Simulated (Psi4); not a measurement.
# C2HF2Ge (SMILES C#[C][Ge]([F])[F]) at UPBE0/6-31G(d) (spherical functions)

What is the vertical ionisation energy of C2HF2Ge at UPBE0/6-31G* (spherical functions)? 

The calculation is run with Psi4 1.11.

### 1 Starting point

C2HF2Ge: 6 atoms, total charge 0, spin state doublet. SMILES: `C#[C][Ge]([F])[F]`. The shape is that of a PBE0-D4/def2-TZVP optimisation.

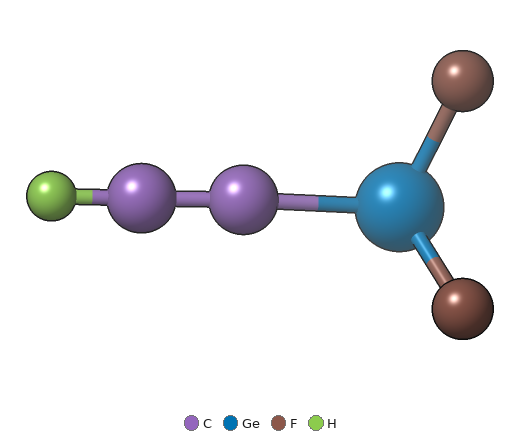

The structure, seen from a chosen angle (carbon purple, germanium blue, fluorine brown, hydrogen green).

### 2 Energy and forces at UPBE0/6-31G(d) (spherical functions)

Contents of input.inp:

```
memory 2200 mb

molecule system {
  0 2
  C     -0.190100     0.518400     1.692900
  C     -0.131400     0.204200     0.530300
  Ge    -0.289600    -0.139700    -1.323100
  F     -0.276600    -1.850600    -1.565100
  F      1.142900     0.424100    -2.108200
  H     -0.213200     0.779700     2.727000
  symmetry c1
}

set globals {
  reference            uks
  puream               true
  e_convergence        1e-09
  d_convergence        1e-08
  scf_type             pk
  dft_radial_points    99
  dft_spherical_points 590
  maxiter              100
}

E, wfn = gradient('pbe0/6-31G*', return_wfn=True)
oeprop(wfn, 'WIBERG_LOWDIN_INDICES', 'QUADRUPOLE', 'MULLIKEN_CHARGES', title='PBE0')
```

Command:

```bash
$ psi4 -n 1 input.inp input.out
```

input.out (excerpt; [...] marks lines left out):

```text
[...]
  Running in c1 symmetry.
[...]
  Nuclear repulsion =  338.439495053189944
[...]
  Multiplicity = 2
[...]
  Nalpha       = 32
  Nbeta        = 31
[...]
    Number of basis functions: 90
[...]
   @UKS iter   1: -2351.33937746422953   -2.60535e+00   2.98754e-02 DIIS/ADIIS
[...]
   @UKS iter  18: -2352.62021995033365   -3.18323e-12   5.89993e-09 DIIS
[...]
   @S^2 Observed:                7.522812075E-01
[...]
    Orbital Energies [Eh]
    ---------------------
    Alpha Occupied:
       1A   -399.158080     2A    -50.005810     3A    -44.490436
       4A    -44.489250     5A    -44.488883     6A    -24.768075
       7A    -24.768046     8A    -10.270590     9A    -10.258285
      10A     -6.374441    11A     -4.529450    12A     -4.527854
      13A     -4.525966    14A     -1.322740    15A     -1.313623
      16A     -1.304699    17A     -1.303011    18A     -1.302564
      19A     -1.193478    20A     -1.169357    21A     -0.798562
      22A     -0.625421    23A     -0.567520    24A     -0.484850
      25A     -0.481964    26A     -0.449146    27A     -0.422393
      28A     -0.417708    29A     -0.411151    30A     -0.335343
      31A     -0.328181    32A     -0.271607
[...]
  @UKS Final Energy: -2352.62021995033365
   => Energetics <=
    Nuclear Repulsion Energy =            338.4394950531899440
    One-Electron Energy =               -3949.4414518364351352
    Two-Electron Energy =                1341.9877773493371933
    DFT Exchange-Correlation Energy =     -83.6060405164259066
    Empirical Dispersion Energy =           0.0000000000000000
    VV10 Nonlocal Energy =                  0.0000000000000000
    Total Energy =                      -2352.6202199503336487
  UHF NO Occupations:
  HONO-2 :   30  A 1.9998561
  HONO-1 :   31  A 1.9993288
[...]
  -Total Gradient:
     Atom            X                  Y                   Z
    ------   -----------------  -----------------  -----------------
       1        0.000859810862    -0.004067821884    -0.014791748800
       2       -0.000359965828     0.004324116181     0.017151317310
       3        0.002127814720    -0.001965870675    -0.002397314239
       4        0.000295838803     0.003332045761     0.000358394069
       5       -0.002610392647    -0.001390370370     0.001464935479
       6       -0.000183454700    -0.000318804315    -0.001811067664
[...]
 Multipole Moments:
 ------------------------------------------------------------------------------------
     Multipole            Electronic (a.u.)      Nuclear  (a.u.)        Total (a.u.)
 ------------------------------------------------------------------------------------
 L = 1.  Multiply by 2.5417464519 to convert [e a0] to [Debye]
 Dipole X            :         -1.6327012            1.0174442           -0.6152571
 Dipole Y            :         -0.6979660            1.2773611            0.5793950
 Dipole Z            :         -7.1880854            8.0078096            0.8197242
 Magnitude           :                                                    1.1773647
 L = 2.  Multiply by 1.3450342976 to convert [e a0^2] to [Debye ang]
 Quadrupole XX       :        -83.1058085           54.6074519          -28.4983566
 Quadrupole XY       :        -31.9848973           30.8964161           -1.0884812
[...]
  Mulliken Charges: (a.u.)
   Center  Symbol    Alpha    Beta     Spin     Total
       1     C     3.08731  3.02254  0.06477 -0.10984
       2     C     3.05575  2.97640  0.07935 -0.03215
       3    GE    16.02454 15.31340  0.71114  0.66206
       4     F     4.72956  4.65651  0.07305 -0.38607
       5     F     4.72956  4.65651  0.07305 -0.38607
       6     H     0.37328  0.37464 -0.00136  0.25208
   Total alpha = 32.00000, Total beta = 31.00000, Total charge = -0.00000
  Wiberg Bond Indices using Orthogonal Lowdin Orbitals:
[...]
```

Wall time 43 s (1 thread of Intel Xeon Platinum 8259CL at 2.50GHz (Skylake/Cascade Lake), shared host); peak memory 0.96 GiB.

### 3 The singlet cation, same level

Contents of calc.inp:

```
memory 2200 MB

molecule {
  1 1
  C     -0.190100     0.518400     1.692900
  C     -0.131400     0.204200     0.530300
  Ge    -0.289600    -0.139700    -1.323100
  F     -0.276600    -1.850600    -1.565100
  F      1.142900     0.424100    -2.108200
  H     -0.213200     0.779700     2.727000
  symmetry c1
}

set basis 6-31G*
set puream true
set e_convergence 1e-09
set d_convergence 1e-08
set scf_type pk
set dft_radial_points 99
set dft_spherical_points 590

gradient('pbe0')
print_variables()
```

Command:

```bash
$ psi4 -n 1 calc.inp calc.out
```

calc.out (excerpt; [...] marks lines left out):

```text
[...]
  Running in c1 symmetry.
[...]
  Nuclear repulsion =  338.439495053189944
[...]
  Multiplicity = 1
[...]
  Nalpha       = 31
  Nbeta        = 31
[...]
    Number of basis functions: 90
[...]
   @RKS iter   1: -2351.07482632250731   -2.34080e+00   2.94720e-02 ADIIS/DIIS
[...]
   @RKS iter  13: -2352.26165910445616   -1.77351e-11   9.11682e-09 DIIS
[...]
  @RKS Final Energy: -2352.26165910445616
   => Energetics <=
    Nuclear Repulsion Energy =            338.4394950531899440
    One-Electron Energy =               -3932.4927428252312893
    Two-Electron Energy =                1325.0895525048283616
    DFT Exchange-Correlation Energy =     -83.2979638372433868
    Empirical Dispersion Energy =           0.0000000000000000
    VV10 Nonlocal Energy =                  0.0000000000000000
    Total Energy =                      -2352.2616591044561574
[...]
 Multipole Moments:
 ------------------------------------------------------------------------------------
     Multipole            Electronic (a.u.)      Nuclear  (a.u.)        Total (a.u.)
 ------------------------------------------------------------------------------------
 L = 1.  Multiply by 2.5417464519 to convert [e a0] to [Debye]
 Dipole X            :         -2.1763635            1.0174442           -1.1589194
 Dipole Y            :         -0.2222802            1.2773611            1.0550809
 Dipole Z            :         -6.6168441            8.0078096            1.3909654
 Magnitude           :                                                    2.0954891
[...]
  -Total Gradient:
     Atom            X                  Y                   Z
    ------   -----------------  -----------------  -----------------
       1        0.005126975335    -0.008159476025    -0.020776934115
       2        0.019032684866     0.002283197900     0.059283878960
       3       -0.070305737578     0.034102913586    -0.040645108170
       4        0.016581083358    -0.026972666456     0.007915917991
       5        0.032606926694    -0.001347302870     0.001776942972
       6       -0.002911375269     0.000006626014    -0.007577798530
[...]
```

Run time: 27 s. Hardware: 1 thread of Intel Xeon Platinum 8259CL at 2.50GHz (Skylake/Cascade Lake), shared host; peak memory 0.96 GiB.

### 4 What came out

Level: UPBE0/6-31G* (spherical functions).

| quantity | value |
| --- | --- |
| doublet C2HF2Ge: total energy | -2352.62022 Eh |
| doublet C2HF2Ge: dipole moment | 2.99 D |
| doublet C2HF2Ge: HOMO energy (highest over α and β) | -7.39 eV |
| doublet C2HF2Ge: LUMO energy (lowest over α and β) | -3.85 eV |
| doublet C2HF2Ge: ⟨S²⟩ | 0.752 |
| doublet C2HF2Ge: largest force on an atom | 0.910 eV/Å |
| singlet cation: total energy | -2352.26166 Eh |
| singlet cation: HOMO energy | -15.05 eV |
| singlet cation: LUMO energy | -11.99 eV |
| singlet cation: HOMO–LUMO gap | 3.06 eV |
| singlet cation: largest force on an atom | 4.529 eV/Å |
| vertical ionisation energy (to the singlet cation) | 9.757 eV |

The vertical ionisation energy comes to 9.76 eV (225 kcal/mol). The largest force (doublet C2HF2Ge) is 0.91 eV/Å: the shape isn't a stationary point for this species at this level. Mulliken charges (doublet C2HF2Ge) run from -0.39 on F4 to +0.66 on Ge3.
